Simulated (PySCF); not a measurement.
**CH5F, SMILES `[H][H].CF`: what the electrons do**

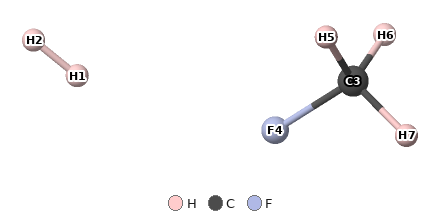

The molecule, with its atoms numbered as below. The pair's geometry is semi-empirical, so its contact may be too short or too long.

Geometry (Å), atoms numbered from 1:

```
H1      -2.9522    0.2607   -0.0130
H2      -3.5221    0.7892    0.0096
C3       0.8760    0.2949   -0.0003
F4      -0.2496   -0.4752    0.0008
H5       0.6584    1.2121    0.5482
H6       1.1341    0.5148   -1.0368
H7       1.6722   -0.2693    0.4866
```

## 1. Bonding charge

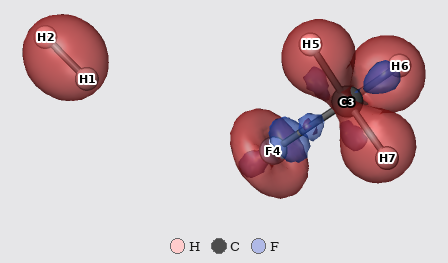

Deformation density (molecule less spherical, spin-averaged free atoms at the same positions), surfaces at ±0.15 e/Å³; red: gain, blue: loss.

Computed with PySCF, PBE0/def2-SVP, geometry: GFN2-xTB.

Q: How much density has each bond gained at its critical point, relative to the free atoms?

A: C3–H5: +0.76 e/Å³ at the bond critical point (bond length 1.09 Å, Mayer order 1.0). C3–H6: +0.76 e/Å³ at the bond critical point (bond length 1.09 Å, Mayer order 1.0). C3–H7: +0.76 e/Å³ at the bond critical point (bond length 1.09 Å, Mayer order 1.0). H1–H2: +0.74 e/Å³ at the bond critical point (bond length 0.78 Å, Mayer order 1.0). C3–F4: −0.04 e/Å³ at the bond critical point (bond length 1.36 Å, Mayer order 1.0); up to 0.6 Å beside the axis the gain reaches +0.19 e/Å³. In all, 1.4 electrons gather in the regions of gain relative to the promolecule. A small or negative value marks a very polar bond, one between electron-rich atoms, whose free-atom densities already overlap strongly, a long bond to a heavier atom, or a closed-shell contact such as a hydrogen bond.

## 2. Bond critical points

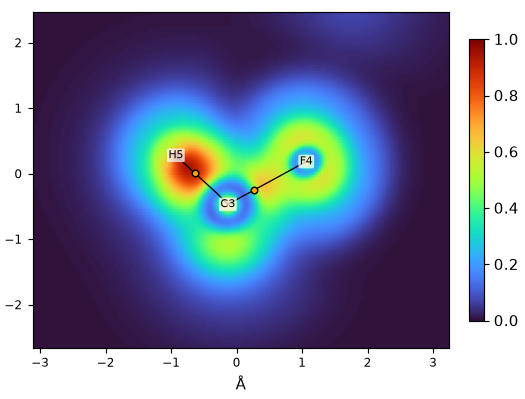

Localised orbital locator (LOL) in the plane of C3, F4 and H5, with bond paths and bond critical points (dots).

Q: What values does LOL take at the bond critical points in this plane?

A: C3–H5: about 0.91; C3–F4: about 0.43. Values above 0.5 mark slow, localised electrons, as in shared pairs; low values at a critical point mark a polar or closed-shell contact whose critical point lies between the shells.

Q: Where along C3–F4 does the critical point lie?

A: 0.46 Å from C3 and 0.91 Å from F4.

## 3. Local ionisation energy

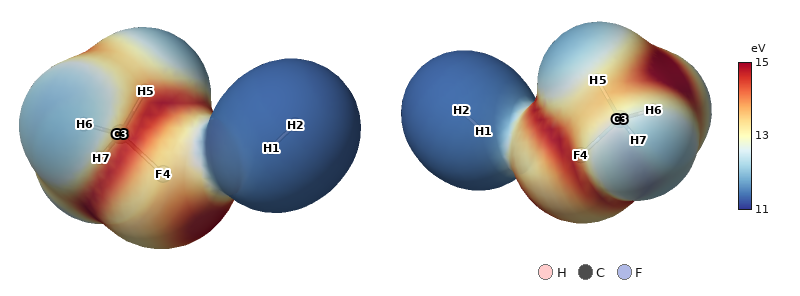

Average local ionisation energy on the surface of electron density 0.001 a.u. (back view left, front view right).

Q: Where are the most loosely bound electrons on this surface?

A: The lowest value is 11.3 eV, 1.4 Å from H2. Further minima include 11.9 eV, 1.3 Å from H5; 11.9 eV, 1.3 Å from H6; 13.1 eV, 1.6 Å from F4. For comparison, the highest occupied orbital lies at −9.6 eV.

## 4. Binding density

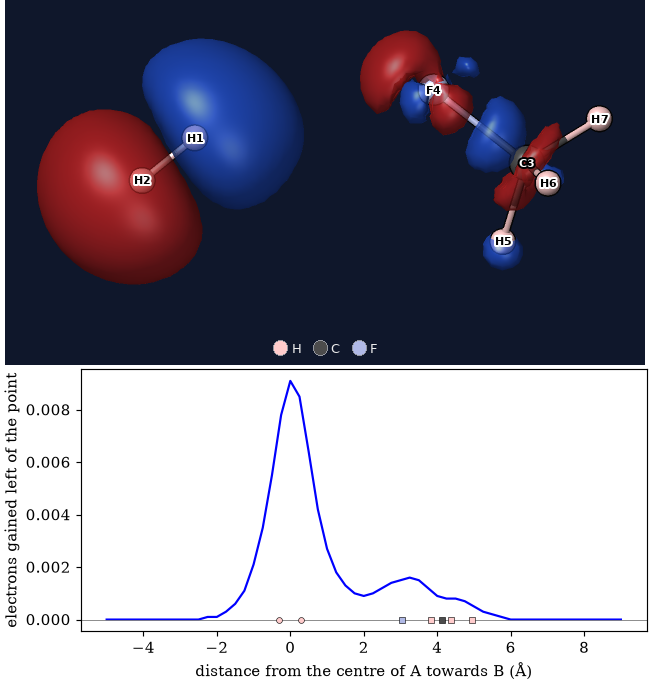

Density of the complex less the densities of the two fragments at the same geometry, ±0.0006 e/Å³ (red: gain, blue: loss). Fragment A: H2 (atoms 1–2); fragment B: H3CF. Below: the charge-displacement curve along the line of centres (A on the left).

Method: PBE0/def2-SVP; geometry: GFN2-xTB; program: PySCF.

Q: Which way does charge flow?

A: Hirshfeld charges show almost no net transfer (under 0.005 e). By Hirshfeld charges, electrons gather most on H2 (−0.008 e) and leave H1 most (+0.006 e); 0.01 e is displaced in all, which induces a dipole of 0.09 D.

Q: What is the interaction energy, and which contacts carry it?

A: The counterpoise-corrected interaction energy of the frozen fragments is −0.3 kcal/mol without dispersion correction and −0.5 kcal/mol with D3(BJ). The pair geometry is semi-empirical, not a minimum at this level. Contacts: H1···F4, 2.80 Å, ρ = 0.003 a.u. The pose is a local one from a semi-empirical search, not shown to be the most stable.

The PySCF runs shown took 3.4 s and 5.8 s on 1 thread of Arm Neoverse V1, on a shared host.
